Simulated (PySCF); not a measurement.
**MP2/STO-3G run of Si2H5ClO2 (SMILES O[SiH2]O[SiH2]Cl)**

Aim: the vertical ionisation energy of Si2H5ClO2 at MP2/STO-3G, from 2 runs. The job is set up through a Python script.

The results are computed with PySCF 2.14.0.

## (1) The structure to begin with

The species is Si2H5ClO2 (10 atoms), meant as a singlet with charge 0. As SMILES, `O[SiH2]O[SiH2]Cl`. The shape is that of a PBE0-D4/def2-TZVP optimisation. This is one conformer, not always the lowest.

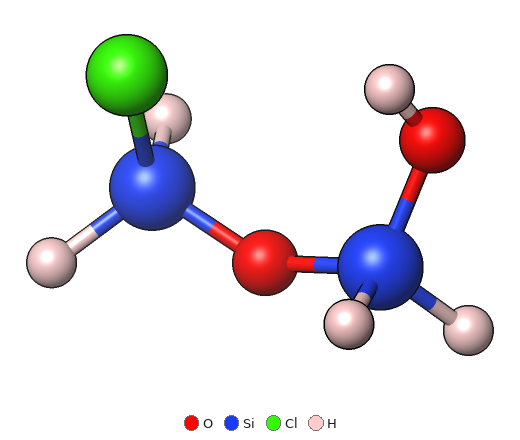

The structure, seen from a chosen angle (oxygen red, silicon blue, chlorine green, hydrogen pink).

## (2) A single-point energy at MP2/STO-3G

input.py reads:

```python
# O[SiH2]O[SiH2]Cl
from pyscf import gto, scf, mp

molecule = gto.M(
    atom='''
O    1.148000   1.696900   0.313600
Si   1.400600   0.081600   0.317900
O    0.177300  -0.730000  -0.420900
Si  -1.427200  -0.715900  -0.631800
Cl  -2.294600   0.520800   0.774500
H    0.435900   2.042100   0.855400
H    2.628600  -0.149000  -0.466000
H    1.504300  -0.440800   1.702400
H   -1.970900  -2.072500  -0.421600
H   -1.777000  -0.172600  -1.960100
''',
    verbose=3,
    basis='sto-3g',
    max_memory=1860,
    spin=0,
)

mf = scf.RHF(molecule)
mf.conv_tol = 1e-10
mf.kernel()
if not mf.converged:
    mf = mf.newton().run(mf.mo_coeff, mf.mo_occ)

pt = mp.MP2(mf, frozen=17).run()
e_final = pt.e_tot
print(f'total energy: {e_final:.8f} hartree')
```

Started as:

```sh
$ OMP_NUM_THREADS=1 python input.py
```

What it wrote:

```text
converged SCF energy = -1176.5026576544
E(RMP2) = -1176.64833451893  E_corr = -0.145676864530273
E(SCS-RMP2) = -1176.65932104634  E_corr = -0.156663391937937
total energy: -1176.64833452 hartree
```

Run time: 1 s. Hardware: 1 thread of Arm Neoverse V1, shared host; peak memory 0.12 GiB.

## (3) The doublet cation

input.py reads:

```python
from pyscf import gto, mp

system = gto.Mole()
system.atom = '''
O        1.148000       1.696900       0.313600
Si       1.400600       0.081600       0.317900
O        0.177300      -0.730000      -0.420900
Si      -1.427200      -0.715900      -0.631800
Cl      -2.294600       0.520800       0.774500
H        0.435900       2.042100       0.855400
H        2.628600      -0.149000      -0.466000
H        1.504300      -0.440800       1.702400
H       -1.970900      -2.072500      -0.421600
H       -1.777000      -0.172600      -1.960100
'''
system.max_memory = 1860
system.basis = 'sto-3g'
system.verbose = 3
system.spin = 1
system.charge = 1
system.build()

mf = system.UHF()
mf.conv_tol = 1e-10
mf.kernel()
if not mf.converged:
    mf = mf.newton().run(mf.mo_coeff, mf.mo_occ)

pt = mp.MP2(mf, frozen=17).run()
etot = pt.e_tot
print(f'total energy: {etot:.8f} hartree')
```

Started as:

```sh
$ OMP_NUM_THREADS=1 python input.py
```

What it wrote:

```text
converged SCF energy = -1176.2597183127  <S^2> = 0.75783818  2S+1 = 2.0078229
E(UMP2) = -1176.39595829099  E_corr = -0.136239978296683
E(SCS-UMP2) = -1176.40759455536  E_corr = -0.147876242667494
total energy: -1176.39595829 hartree
```

Wall time 1.2 s (1 thread of Arm Neoverse V1, shared host); peak memory 0.12 GiB.

## (4) Summary of results

Level: MP2/STO-3G, 17 core orbitals frozen.

```
                                                                  quantity           value
                                           singlet Si2H5ClO2: total energy  -1176.64833 Eh
                   singlet Si2H5ClO2: dipole moment (Hartree–Fock density)          2.07 D
                    singlet Si2H5ClO2: HOMO energy (Hartree–Fock orbitals)        -9.15 eV
                    singlet Si2H5ClO2: LUMO energy (Hartree–Fock orbitals)         9.79 eV
                  singlet Si2H5ClO2: HOMO–LUMO gap (Hartree–Fock orbitals)        18.93 eV
           singlet Si2H5ClO2: correlation energy (17 core orbitals frozen)      -145.7 mEh
                                              doublet cation: total energy  -1176.39596 Eh
doublet cation: HOMO energy (Hartree–Fock orbitals) (highest over α and β)       -15.62 eV
 doublet cation: LUMO energy (Hartree–Fock orbitals) (lowest over α and β)        -3.70 eV
              doublet cation: correlation energy (17 core orbitals frozen)      -136.2 mEh
                         doublet cation: ⟨S²⟩ of the reference determinant           0.758
                        vertical ionisation energy (to the doublet cation)        6.868 eV
```

The vertical ionisation energy comes to 6.87 eV (663 kJ/mol). In a minimal basis such a difference can be off by several eV, whatever the method. Mulliken charges (singlet Si2H5ClO2) of the mean-field density run from -0.65 on O3 to +1.05 on Si2.
